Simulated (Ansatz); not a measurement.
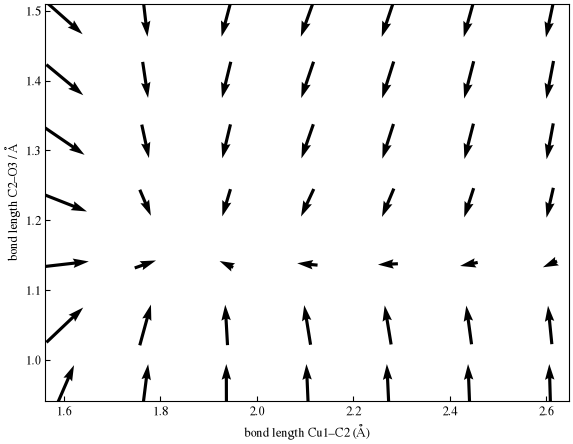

Cu(CO), spin multiplicity 2. First axis: bond length Cu1–C2. Second axis: bond length C2–O3. Nothing is relaxed (all other coordinates rigid). The scan uses a 7 × 7 grid. Computed with UKS r2SCAN-D4/def2-TZVP (Ansatz 0.2.0).

The picture shows arrows along the force (downhill), their lengths compressed.

The arrows alone are given. Where is the energy lowest?

The arrows converge at about bond length Cu1–C2 = 1.860 Å, bond length C2–O3 = 1.145 Å (read from the interpolated surface).

The energy map of the same scan:

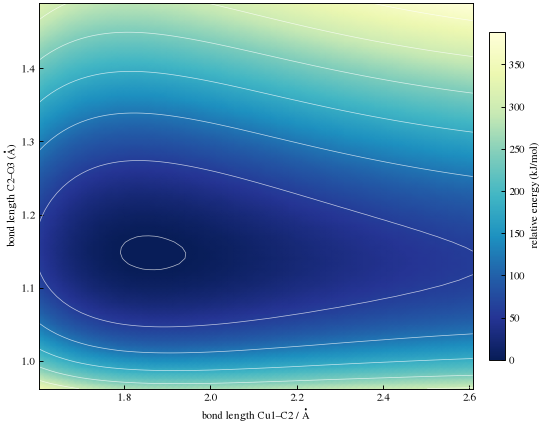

Energies are in kJ/mol, from the lowest grid point; between grid points the surface is interpolated.
